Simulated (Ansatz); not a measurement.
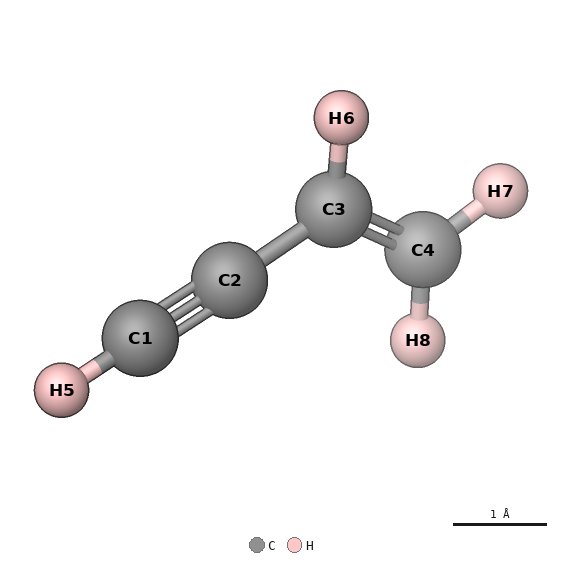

Source: calculation with Ansatz.

Orthographic view. Atoms fade into the background with distance from the viewer. Geometry: moved along internal coordinates away from the minimum.

Write a MOL file (V2000) with the atoms in numerical order, bonds sorted by atom number with the orders drawn, and coordinates in the frame of the picture: x right, y up, z towards the viewer, origin at the mean position.

```
C4H4
                    3D

  8  7  0  0  0  0  0  0  0  0999 V2000
   -1.7900   -0.8000    0.8400 C   0  0  0  0  0  0  0  0  0  0  0  0
   -0.8200   -0.1700    0.4900 C   0  0  0  0  0  0  0  0  0  0  0  0
    0.3000    0.6000    0.0900 C   0  0  0  0  0  0  0  0  0  0  0  0
    1.2600    0.1600   -0.8000 C   0  0  0  0  0  0  0  0  0  0  0  0
   -2.6400   -1.3600    1.1500 H   0  0  0  0  0  0  0  0  0  0  0  0
    0.3800    1.5900    0.5400 H   0  0  0  0  0  0  0  0  0  0  0  0
    2.1000    0.8000   -1.0600 H   0  0  0  0  0  0  0  0  0  0  0  0
    1.2100   -0.8200   -1.2600 H   0  0  0  0  0  0  0  0  0  0  0  0
  1  2  3  0
  1  5  1  0
  2  3  1  0
  3  4  2  0
  3  6  1  0
  4  7  1  0
  4  8  1  0
M  END
```
